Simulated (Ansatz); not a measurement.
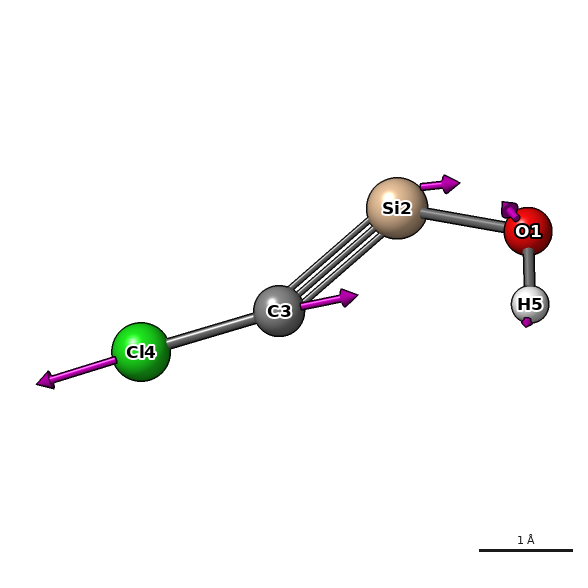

Arrows show the forces on the atoms, 0.5 Å of arrow for 1 eV/Å; forces under a tenth of the largest aren't drawn. Level of theory: RHF-CCSD(T) (frozen core)/def2-TZVPP (Ansatz 0.2.0).

Question: On which atom is the force largest, and how large is it?

Answer: On Cl4: 1.88 eV/Å.

Question: Which bond do the forces act along most?

Answer: C3–Cl4, now 1.599 Å: the forces push its atoms apart, so a first step downhill lengthens it.

List the force components in the frame of the picture (x right, y up, z towards the viewer), in eV/Å.

```
atom     Fx     Fy     Fz
  O1  −0.34   0.39  −0.45
 Si2   0.86   0.09   0.36
  C3   1.25   0.25   0.42
 Cl4  −1.74  −0.54  −0.45
  H5  −0.03  −0.20   0.12
```
